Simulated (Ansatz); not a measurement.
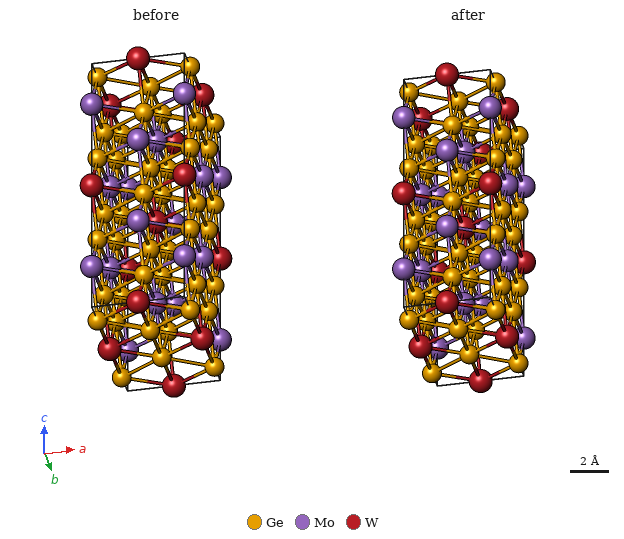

The structure of a crystal of Ge₆Mo₂W (a generated structure, set up in Fmmm) (coarse preliminary run) before (left) and after (right) a relaxation, at one scale.

A ball-and-stick model of the conventional cell (4 times the calculation's cell), seen from a free direction. Lengths and directions refer to the drawn axes.

The calculation used DFT PBE, scalar-relativistic, plane waves, PAW (Ansatz 0.2.0).

Input
```yaml
crystal:
  lattice:
    - [0.0, 4.40758043, 7.58416781]
    - [2.52805594, 0.0, 7.58416781]
    - [2.52805594, 4.40758043, 0.0]
  atoms:
    - { symbol: Ge, position: [0.49500759, 0.17165907, 0.82834093] }
    - { symbol: Ge, position: [0.82834093, 0.50499241, 0.49500759] }
    - { symbol: Ge, position: [0.16167426, 0.83832574, 0.16167426] }
    - { symbol: Ge, position: [0.17165907, 0.49500759, 0.50499241] }
    - { symbol: Ge, position: [0.50499241, 0.82834093, 0.17165907] }
    - { symbol: Ge, position: [0.83832574, 0.16167426, 0.83832574] }
    - { symbol: Mo, position: [0.83333333, 0.83333333, 0.16666667] }
    - { symbol: Mo, position: [0.16666667, 0.16666667, 0.83333333] }
    - { symbol: W, position: [0.5, 0.5, 0.5] }
basis:
  ecutwfc: 420
kpoints:
  mp_grid: { grid: [4, 4, 4] }
hamiltonian:
  xc: pbe
scf:
  occupations: { method: gaussian, width: 0.1 }
  lower_state_search: "off"
output:
  forces: true
  stress: true
  eigenvalues: true
relax:
  adjacent_minimum: "off"
  f_tol: 0.04
  max_steps: 70
  cell: { stress_tol: 0.4 }
```

Command:
```bash
ansatz run input.yaml --threads 1 --pin off --max-ram 2560MiB --backend cpu --events-out ev --progress --plain --runs-dir out
```

Describe what moved and what it gained.

Answer. The largest moves relative to the cell, 0.005 Å, are those of Mo7 and Mo8. Mo7 goes along −c. Largest moves by element: Mo 0.005 Å, Ge 0.003 Å. W stays in place. The drawn cell changes as follows: a 5.056 → 4.718 Å (−6.7 %), b 8.815 → 8.289 Å (−6.0 %), c 15.168 → 14.182 Å (−6.5 %); the volume changes by −18.0 %. Among the contacts that change: Ge1–Ge4 2.969 → 2.773 Å, Ge1–Ge6 2.969 → 2.779 Å, Ge3–W9 2.902 → 2.714 Å, Ge1–Mo7 2.902 → 2.715 Å. The space group stays Fmmm (No. 69). Over 4 accepted moves (5 points after the start) the energy falls by 2.388 eV per cell of the calculation. The largest force component goes from 0.42 to 0.018 eV/Å. The pressure goes from −20.68 to −0.13 GPa. At 1 point the geometry stayed and the basis and grid were re-selected for the new cell (energy shift of 7.4 meV per cell of the calculation at most each time). Cost: 100 s on 1 thread of Intel(R) Xeon(R) Processor @ 2.70GHz, on a shared host, peak memory 0.62 GiB.
